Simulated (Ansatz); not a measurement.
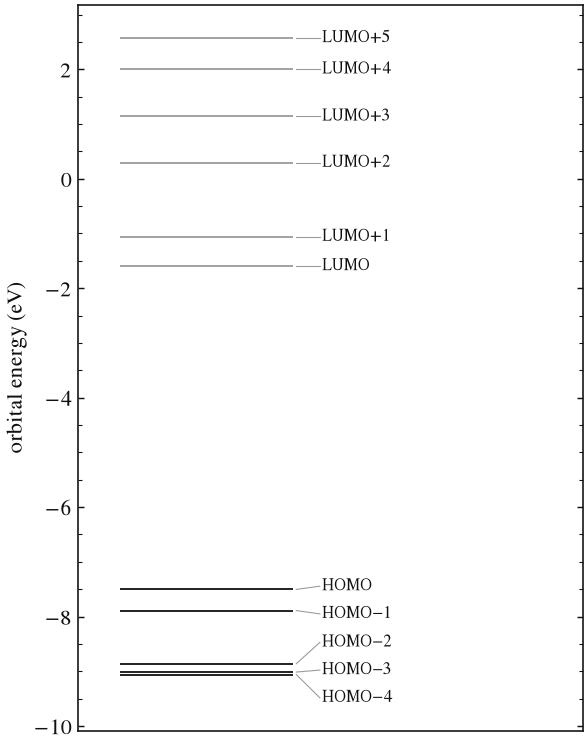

Kohn-Sham orbital energies near the frontier, r2SCANh/def2-TZVPP in the Ansatz code 0.2.0, at a PBE0-D4/def2-TZVP geometry (a minimum by its frequencies), isolated molecule; empty levels in grey, levels within 0.03 eV side by side.

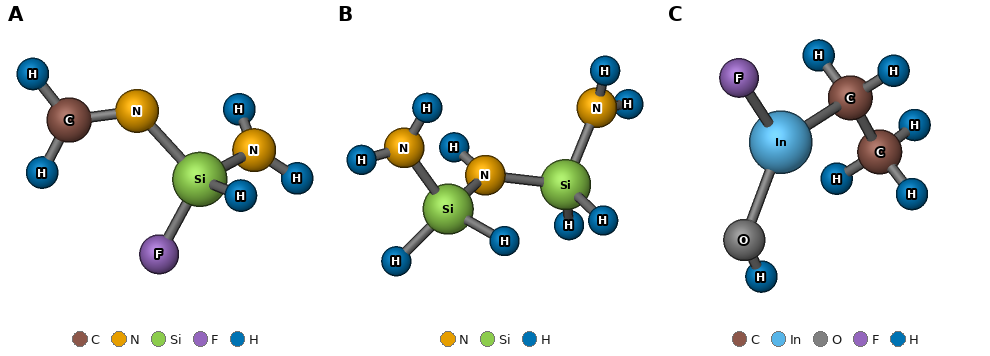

**Which molecule has this level scheme? Choose among the lettered structures.**

Structure C, C₂H₆FInO, SMILES C[CH2][In]([OH])[F], singlet. HOMO −7.50 eV, LUMO −1.60 eV, separation 5.91 eV.

Known limits of this run: core potentials past krypton; spin-orbit coupling is left out, and with In it can shift these levels and split any degenerate set; one conformer of a flexible molecule; empty levels above zero depend strongly on the basis.
